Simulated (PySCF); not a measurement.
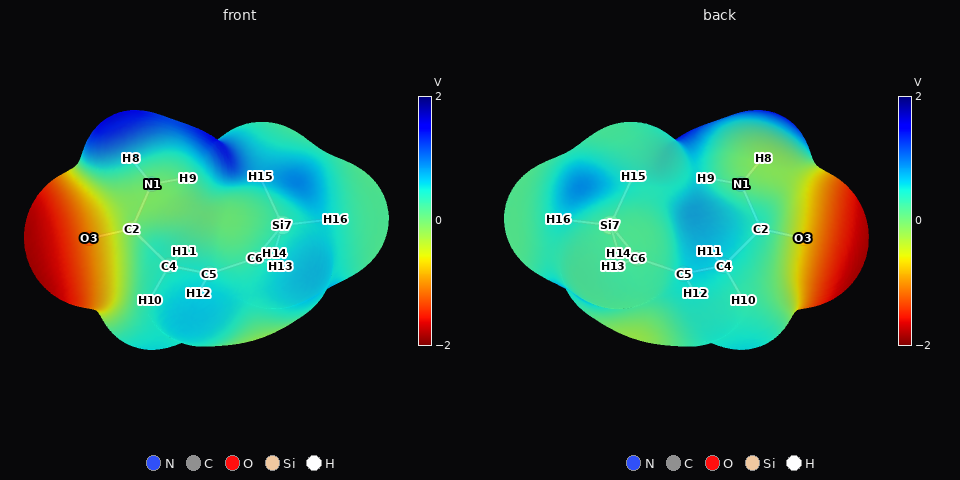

Figure. C4H9NOSi (SMILES NC(=O)C/C=C\[SiH3]). The electrostatic potential painted on the density surface at 0.001 e/bohr³, seen from the front and from behind; the colour scale runs from red (negative) to blue (positive).

Geometry: GFN2-xTB.

Theory: CAM-B3LYP/def2-SVPD, SCF density, gas phase (PySCF 2.14.0).

The calculation's input:

```
{"job": {"kind": "uv", "xc": "CAM-B3LYP", "basis": "def2-SVPD", "nstates": 8, "ntriplets": 3}, "charge": 0, "multiplicity": 1}
N     -1.816272     0.949321     0.414072
C     -1.980987    -0.087932    -0.436505
O     -3.066386    -0.490896    -0.779429
C     -0.658367    -0.687375    -0.915143
C      0.104858    -1.232711     0.246751
C      1.219573    -0.710142     0.747130
Si     2.162928     0.785650     0.098588
H     -2.628397     1.394623     0.806716
H     -0.903436     1.239166     0.716835
H     -0.895327    -1.484400    -1.621760
H     -0.084906     0.089831    -1.422567
H     -0.342072    -2.110821     0.700913
H      1.651865    -1.208058     1.607058
H      2.496016     0.623428    -1.317885
H      1.350324     2.004556     0.252523
H      3.382987     0.934703     0.891294
```

Launched as:

```sh
OMP_NUM_THREADS=1 python probes_run.py task.json out
```

Question: Which sites attract a positive test charge, and which a negative one?

Answer: A positive charge is drawn to the negative regions and a negative charge to the positive ones. The most negative region (about −1.8 V) lies over O3, the most positive (about +1.6 V) over H8 and H9. O3 is the likeliest acceptor of a hydrogen bond.

Question: What dipole moment does the calculation give?

Answer: Its dipole moment is 3.49 D.
